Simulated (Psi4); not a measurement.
# BNH3 (SMILES B[NH]), step by step

We compute a structure relaxation (UTPSS-D4/6-31G*), then the harmonic vibrations, then a single-point energy (UCCSD(T)/cc-pVDZ) of BNH3. 

The results are computed with Psi4 1.11.

### Step 1. The system as given

BNH3 has 5 atoms, charge 0, and is taken as a doublet. As SMILES, `B[NH]`. Geometry: relaxed at PBE0-D4/def2-TZVP. The run starts from this shape.

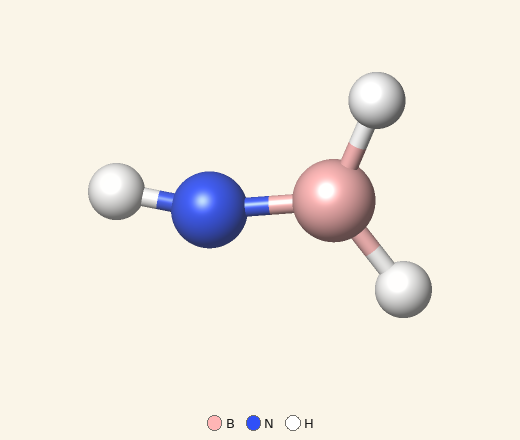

Viewed from a chosen angle; boron pink, nitrogen blue, hydrogen white.

### Step 2. A structure relaxation at UTPSS-D4/6-31G(d) (density fitting, Cartesian functions) (run 1)

job.py reads:

```python
import psi4

psi4.set_memory(1600000000)
psi4.set_num_threads(1)
psi4.core.set_output_file('run.log', False)

mol = psi4.geometry("""
0 2
B     -0.310800    -0.370100    -0.091600
N      0.531200     0.655200    -0.019800
H     -0.414800    -1.107400     0.862500
H     -0.964100    -0.573100    -1.081900
H      1.208400     1.321700     0.289300
symmetry c1
""")

psi4.set_options(dict(basis='6-31G*', reference='uks', geom_maxiter=60))

e_tot, wfn = psi4.optimize('tpss-d4', molecule=mol, return_wfn=True)
print('E =', round(e_tot, 9))
print(mol.to_string(dtype='xyz', units='Angstrom'))
for k, v in sorted(psi4.core.scalar_variables().items()):
    print(f'{k:45s} {v:18.10f}')
```

On the command line:

```bash
$ python job.py
```

run.log:

```text
[...]
  Running in c1 symmetry.
[...]
  Nuclear repulsion =   27.148135806541628
[...]
  Multiplicity = 2
[...]
  Nalpha       = 8
  Nbeta        = 7
[...]
    Number of basis functions: 36
[...]
   @DF-UKS iter   1:   -81.16009433467312   -2.95346e-01   1.79827e-02 ADIIS/DIIS
[...]
   @DF-UKS iter   8:   -81.36806959398712   -3.83693e-13   4.57984e-09 DIIS
[...]
   @S^2 Observed:                7.569109671E-01
[...]
  @DF-UKS Final Energy:   -81.36806959398712
   => Energetics <=
    Nuclear Repulsion Energy =             26.9402286604710568
    One-Electron Energy =                -162.1289193049028938
    Two-Electron Energy =                  65.8823515445573236
    DFT Exchange-Correlation Energy =     -12.0599222755363886
    Empirical Dispersion Energy =          -0.0018082185762121
    VV10 Nonlocal Energy =                  0.0000000000000000
    Total Energy =                        -81.3680695939871157
[...]
  -Total Gradient:
     Atom            X                  Y                   Z
    ------   -----------------  -----------------  -----------------
       1        0.000051048191     0.000002461450     0.000016424428
       2       -0.000086414808    -0.000080818644    -0.000038624899
       3        0.000004432863    -0.000009266817     0.000052349313
       4       -0.000019460647     0.000030331252    -0.000053205295
       5        0.000046869123     0.000048286622     0.000030318579
[...]
```

The script printed:

```text
Some dependencies such as QCElemental have not yet finished migration to pydantic v2. If issues are encountered please downgrade pydantic or upgrade QCElemental as appropriate
	Previous geometry is closer to target in internal coordinates, so using that one.

	Best geometry has RMS(Delta(q)) = 1.67e-08

Optimizer: Optimization complete!
E = -81.368069594
5
0 2 BH3N
B                    -0.451459114338    -0.545654854862    -0.045169515880
N                     0.396396699255     0.493001779614     0.017544375911
H                    -0.546897462221    -1.277167541832     0.917433067569
H                    -1.110657676498    -0.759426328203    -1.029837979617
H                     1.081541397342     1.147293190610     0.362061143040

CURRENT ENERGY                                    -81.3680695940
CURRENT REFERENCE ENERGY                          -81.3680695940
DD SOLVATION ENERGY                                 0.0000000000
DFT FUNCTIONAL TOTAL ENERGY                       -81.3662613754
DFT TOTAL ENERGY                                  -81.3680695940
DFT VV10 ENERGY                                     0.0000000000
DFT XC ENERGY                                     -12.0599222755
DISPERSION CORRECTION ENERGY                       -0.0018082186
GRID ELECTRONS ALPHA                                7.9999995986
GRID ELECTRONS BETA                                 6.9999985455
GRID ELECTRONS TOTAL                               14.9999981440
NUCLEAR REPULSION ENERGY                           26.9402286605
ONE-ELECTRON ENERGY                              -162.1289193049
OPTIMIZATION ITERATIONS                             8.0000000000
PCM POLARIZATION ENERGY                             0.0000000000
PE ENERGY                                           0.0000000000
SCF ITERATION ENERGY                              -81.3680695940
SCF ITERATIONS                                      8.0000000000
SCF TOTAL ENERGY                                  -81.3680695940
TPSS-D4(BJ,EEQ)ATM DISPERSION CORRECTION ENERGY      -0.0018082186
TWO-ELECTRON ENERGY                                65.8823515446
XC GRID RADIAL POINTS                              75.0000000000
XC GRID SPHERICAL POINTS                          302.0000000000
XC GRID TOTAL POINTS                           108609.0000000000
```

It took 43 s on 1 thread of AMD EPYC 9B45 (Zen 5), shared host; peak memory 0.52 GiB.

Steps, from the record of the run:

```tsv
step	energy from the first frame kept (eV)	largest force (eV/Å)
0	0.0000	0.5312
1	-0.0057	0.1068
2	-0.0058	0.0257
3	-0.0059	0.0238
4	-0.0060	0.0316
5	-0.0061	0.0314
6	-0.0061	0.0127
7	-0.0061	0.0064
```

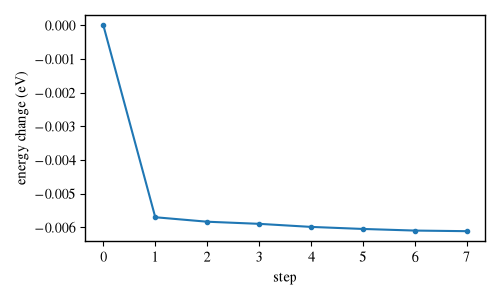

Energy along the run.

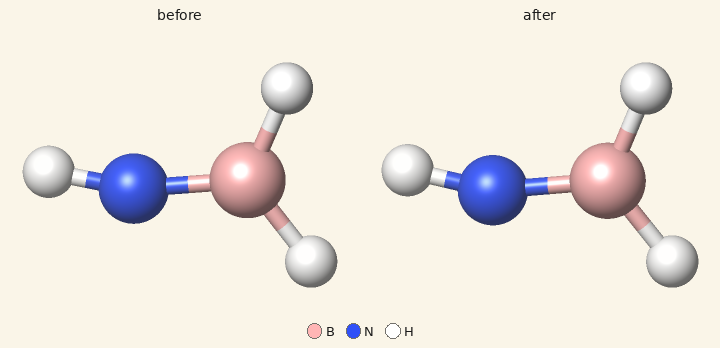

Before and after, at one scale.

After the run. Bond lengths: B1–N2 1.342 Å, B1–H3 1.213 Å, B1–H4 1.204 Å, N2–H5 1.008 Å. Angles: B1–N2–H5 161.4°, N2–B1–H3 118.6°, N2–B1–H4 121.4°, H3–B1–H4 119.9°.

### Step 3. The harmonic vibrations at UTPSS-D4/6-31G(d) (density fitting, Cartesian functions) (run 2)

calc.py reads:

```python
import psi4

psi4.set_memory('1600 MB')
psi4.set_num_threads(1)
psi4.core.set_output_file('psi4.out', False)

geom = psi4.geometry("""
0 2
B     -0.314317    -0.376633    -0.088516
N      0.533539     0.662023    -0.025802
H     -0.409755    -1.108146     0.874086
H     -0.973515    -0.590405    -1.073185
H      1.218684     1.316315     0.318714
symmetry c1
""")

psi4.set_options({
    'basis': '6-31G*',
    'reference': 'uks',
    't': 400.0,
    'rotational_symmetry_number': 1,
})

energy_value, wavefunction = psi4.frequency("tpss-d4", return_wfn=True)
print(f'tpss-d4 energy: {energy_value:.10f} Eh')
print('wavenumbers / cm^-1:', wavefunction.frequencies().np.round(1))
for k in ('ZPVE', 'ENTHALPY', 'GIBBS FREE ENERGY'):
    print(f'{k}: {psi4.variable(k):.8f} Eh')
```

On the command line:

```bash
$ python calc.py
```

psi4.out:

```text
[...]
  Running in c1 symmetry.
[...]
  Nuclear repulsion =   26.940231775717713
[...]
  Multiplicity = 2
[...]
  Nalpha       = 8
  Nbeta        = 7
[...]
    Number of basis functions: 36
[...]
   @DF-UKS iter   1:   -81.16657291351440   -3.14582e-01   1.76761e-02 DIIS/ADIIS
[...]
   @DF-UKS iter  13:   -81.36806852257534   -2.13163e-13   2.90062e-09 DIIS
[...]
   @S^2 Observed:                7.569084708E-01
[...]
  @DF-UKS Final Energy:   -81.36806852257534
   => Energetics <=
    Nuclear Repulsion Energy =             26.9464238098768263
    One-Electron Energy =                -162.1405911300054186
    Two-Electron Energy =                  65.8885368320118801
    DFT Exchange-Correlation Energy =     -12.0606298463083448
    Empirical Dispersion Energy =          -0.0018081881502755
    VV10 Nonlocal Energy =                  0.0000000000000000
    Total Energy =                        -81.3680685225753422
[...]
  -Total Gradient:
     Atom            X                  Y                   Z
    ------   -----------------  -----------------  -----------------
       1       -0.000269292081    -0.000103682700    -0.000542778392
       2        0.000300282598     0.000285525531     0.000177143387
       3       -0.000026888423    -0.000008814386     0.000018184678
       4        0.000326979933     0.000124414944     0.000524368570
       5       -0.000334453703    -0.000306421525    -0.000169633946
[...]
  ==> Harmonic Vibrational Analysis <==
[...]
  Freq [cm^-1]                 180.6372            318.9071            772.6744
[...]
  IR activ [km/mol]            154.3484            81.7276             24.8336
[...]
  Freq [cm^-1]                 900.7223           1091.9153           1372.8765
[...]
  Freq [cm^-1]                2484.4073           2576.6802           3703.2136
[...]
```

Standard output:

```text
Warning: used thermodynamics relations inappropriate for low-frequency modes: ['180.6372' '318.9071']
tpss-d4 energy: -81.3680695940 Eh
wavenumbers / cm^-1: [ 180.6  318.9  772.7  900.7 1091.9 1372.9 2484.4 2576.7 3703.2]
ZPVE: 0.03053208 Eh
ENTHALPY: -81.33034695 Eh
GIBBS FREE ENERGY: -81.37092370 Eh
```

Run time: 2.9 min. Hardware: 1 thread of AMD EPYC 9B45 (Zen 5), shared host; peak memory 0.51 GiB.

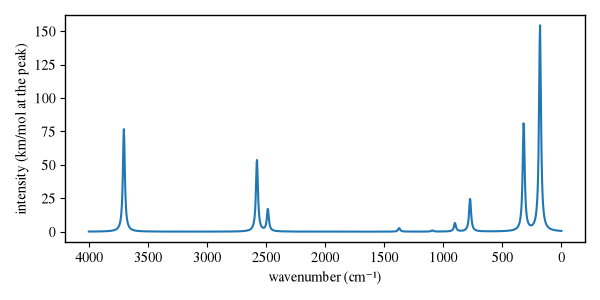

Harmonic infrared spectrum, unscaled, lines broadened by 10 cm⁻¹.

### Step 4. A single-point energy at UCCSD(T)/cc-pVDZ (run 3)

job.dat reads:

```
memory 1600 mb

molecule molecule1 {
  0 2
  B     -0.314317    -0.376633    -0.088516
  N      0.533539     0.662023    -0.025802
  H     -0.409755    -1.108146     0.874086
  H     -0.973515    -0.590405    -1.073185
  H      1.218684     1.316315     0.318714
}

set globals {
  basis cc-pVDZ
  reference uhf
  scf_type pk
  freeze_core true
}

e_tot, wfn = energy('ccsd(t)', return_wfn=True)
```

On the command line:

```bash
$ psi4 job.dat job.out -n 1
```

job.out:

```text
[...]
  Running in c1 symmetry.
[...]
  Nuclear repulsion =   26.940231775717713
[...]
  Multiplicity = 2
[...]
  Nalpha       = 8
  Nbeta        = 7
[...]
    Number of basis functions: 43
[...]
   @UHF iter   1:   -80.73781867351531   -8.50647e-01   8.18249e-03 DIIS/ADIIS
[...]
   @UHF iter  15:   -80.84751453170058   -1.12266e-12   7.00594e-09 DIIS
[...]
   @S^2 Observed:                7.748085848E-01
[...]
  @UHF Final Energy:   -80.84751453170058
   => Energetics <=
    Nuclear Repulsion Energy =             26.9402317757177130
    One-Electron Energy =                -161.8880078896518739
    Two-Electron Energy =                  54.1002615822335784
    Total Energy =                        -80.8475145317005968
  UHF NO Occupations:
  HONO-2 :    6  A 1.9969426
  HONO-1 :    7  A 1.9937866
[...]
 Multipole Moments:
 ------------------------------------------------------------------------------------
     Multipole            Electronic (a.u.)      Nuclear  (a.u.)        Total (a.u.)
 ------------------------------------------------------------------------------------
 L = 1.  Multiply by 2.5417464519 to convert [e a0] to [Debye]
 Dipole X            :          0.5828899           -0.1106092            0.4722807
 Dipole Y            :          0.8110444           -0.3147577            0.4962867
 Dipole Z            :         -0.1110445            0.2770686            0.1660241
 Magnitude           :                                                    0.7049210
[...]
      * MP2 total energy                      =  -81.073181026912749
[...]
      * CCSD total energy                     =  -81.107154968656175
[...]
      * CCSD(T) total energy                     =  -81.114276501175340
[...]
```

Run time: 3.6 s. Hardware: 1 thread of AMD EPYC 9B45 (Zen 5), shared host; peak memory 0.22 GiB.

### Step 5. Outcome

| quantity | value |
| --- | --- |
| run 1, UTPSS-D4/6-31G*: total energy at the end | -81.36807 Eh |
| run 1, UTPSS-D4/6-31G*: dipole moment | 1.56 D |
| run 1, UTPSS-D4/6-31G*: HOMO energy (highest over α and β) | -6.36 eV |
| run 1, UTPSS-D4/6-31G*: LUMO energy (lowest over α and β) | -3.90 eV |
| run 1, UTPSS-D4/6-31G*: dispersion energy | -4.75 kJ/mol |
| run 1, UTPSS-D4/6-31G*: ⟨S²⟩ | 0.757 |
| run 2, UTPSS-D4/6-31G*: lowest harmonic wavenumber | 181 cm⁻¹ |
| run 2, UTPSS-D4/6-31G*: highest harmonic wavenumber | 3703 cm⁻¹ |
| run 2, UTPSS-D4/6-31G*: zero-point energy | 80.2 kJ/mol |
| run 2, UTPSS-D4/6-31G*: ideal-gas entropy at 400 K (symmetry number 1 as used) | 63.7 cal/(mol K) |
| run 3, UCCSD(T)/cc-pVDZ: total energy | -81.11428 Eh |
| run 3, UCCSD(T)/cc-pVDZ: HOMO energy (Hartree–Fock orbitals) (highest over α and β) | -11.47 eV |
| run 3, UCCSD(T)/cc-pVDZ: LUMO energy (Hartree–Fock orbitals) (lowest over α and β) | 2.63 eV |
| run 3, UCCSD(T)/cc-pVDZ: correlation energy (2 core orbitals frozen) | -266.8 mEh |
| run 3, UCCSD(T)/cc-pVDZ: (T) correction | -7.12 mEh |
| run 3, UCCSD(T)/cc-pVDZ: ⟨S²⟩ of the reference determinant | 0.775 |
| run 3, UCCSD(T)/cc-pVDZ: T1 diagnostic | 0.042 |

**Reading.** The optimisation (run 1, UTPSS-D4/6-31G*) took 8 steps and changed the energy by -0.006 eV. All 9 modes (run 2, UTPSS-D4/6-31G*) are real, so the shape is a minimum at this level. The triples (run 3, UCCSD(T)/cc-pVDZ) make up 2.7 % of the correlation energy.
